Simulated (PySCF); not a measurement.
SMILES CB(C)[SiH](F)F at its CAM-B3LYP/def2-SVP optimised geometry (Å):

```
13

Si     0.5830    -1.5865     0.0000
F      2.2062    -1.5865     0.0000
F      0.1376    -2.3610    -1.3549
B     -0.1248     0.3061     0.0000
C     -1.4861     0.6112    -0.7011
C      0.6963     1.4181     0.7277
H      0.1584    -2.4434     1.1394
H     -2.2062    -0.2197    -0.7325
H     -1.1994     0.7894    -1.7593
H     -1.9816     1.5305    -0.3535
H      0.4570     2.4434     0.4059
H      1.7852     1.2629     0.7257
H      0.3831     1.3451     1.7905
```

Computed with CAM-B3LYP/def2-TZVP (PySCF 2.14.0). Cells within 0.4 Å of a nucleus heavier than hydrogen are left out (blank, or x).

Map of the Laplacian of the electron density (e/bohr⁵), clipped to [-1.50, 1.50] on the plane z = 1.0 Å:

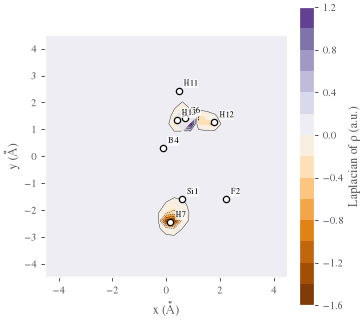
Figure. Laplacian of the electron density (e/bohr⁵), clipped to [-1.50, 1.50] on the plane z = 1.0 Å.
